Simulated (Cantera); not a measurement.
Feed: 1 mol HI, 4 mol O2, 0.27 mol N2, held at 57.0 bar.

Equilibrium computed with Cantera from the NASA thermochemical tables; the gas is ideal and each condensed phase is pure. Candidate condensed phases: H2O, I2; 27 gas species. The ideal-gas law is rough above about 30 bar. Rates play no part.

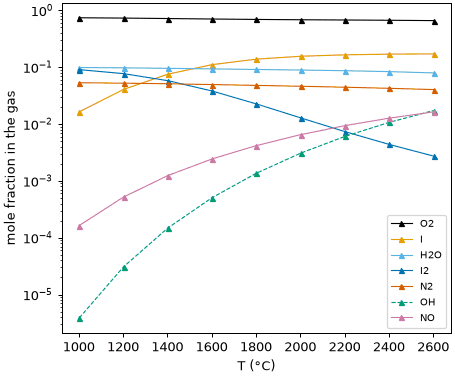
*Equilibrium gas composition (values under 1e-9 drawn at 1e-9)*

Q: Read off the mole fractions at 2002 °C.

A: O2 about 0.68, I about 0.16, H2O about 0.089, N2 about 0.046, I2 about 0.013, NO about 0.0065, OH about 0.0031.
